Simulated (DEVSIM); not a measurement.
Device: Au/HfO2/SiO2/n-Si capacitor, at 300 K.

```
layer (left to right)  material  thickness (nm)  Nd (cm⁻³)
---------------------  --------  --------------  ---------
1                          HfO2            9.30          -
2                          SiO2           0.870          -
3                            Si            1400     1.7e17
```

Metal gate on the left, work function 5.1 eV. Fixed charge at the semiconductor interface 4.8e12 cm⁻² (in units of +e); no interface traps.

Constants are typed, rounded textbook-type inputs, not results; the design itself was drawn at random and stands for no fabricated device. Values at 300 K.

```csv
parameter,HfO2,SiO2,Si
gap (eV),5.7,9,1.124
affinity (eV),2.5,0.9,4.05
permittivity,22,3.9,11.7
Nc (cm⁻³),-,-,2.86e19
Nv (cm⁻³),-,-,3.1e19
```

Model (solved in DEVSIM): 1D Poisson equation in equilibrium, Boltzmann statistics, complete ionisation; no quantum confinement or tunnelling. Metal contacts follow the ideal Schottky-Mott rule: no Fermi-level pinning, no interface dipoles.

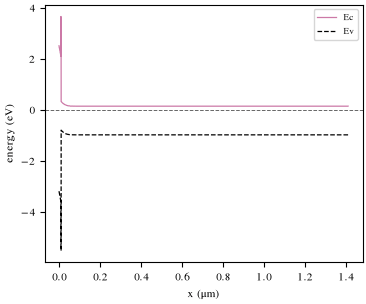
*Band edges at 0.1 V on the gate*

Energies count from the Fermi level of the right contact; mesh points crowd at the junctions.

```tsv
x (μm)	Ec (eV)	Ev (eV)	n (cm⁻³)	p (cm⁻³)	field (V/cm)
0.000	2.500	-3.200	< 1e2	< 1e2	-440000
0.001232	2.445	-3.255	< 1e2	< 1e2	-440000
0.003434	2.348	-3.352	< 1e2	< 1e2	-440000
0.006501	2.212	-3.488	< 1e2	< 1e2	-440000
0.008819	2.109	-3.591	< 1e2	< 1e2	-440000
0.009648	3.598	-5.402	< 1e2	< 1e2	-2500000
0.01016	3.470	-5.530	< 1e2	< 1e2	-1800000
0.01211	0.301	-0.823	2.5e14	460000	-87000
0.01576	0.271	-0.853	8.0e14	140000	-77000
0.02372	0.218	-0.906	6.3e15	19000	-56000
0.04104	0.155	-0.969	7.2e16	1600	-20000
0.09744	0.133	-0.991	1.7e17	690	-89
0.2016	0.133	-0.992	1.7e17	680	≈ 0
0.4285	0.133	-0.992	1.7e17	680	≈ 0
0.9893	0.133	-0.992	1.7e17	680	≈ 0
1.218	0.133	-0.992	1.7e17	680	≈ 0
1.319	0.133	-0.992	1.7e17	680	≈ 0
1.369	0.133	-0.992	1.7e17	680	≈ 0
1.397	0.133	-0.992	1.7e17	680	≈ 0
1.405	0.133	-0.992	1.7e17	680	≈ 0
1.408	0.133	-0.992	1.7e17	680	≈ 0
1.410	0.133	-0.992	1.7e17	680	≈ 0
```
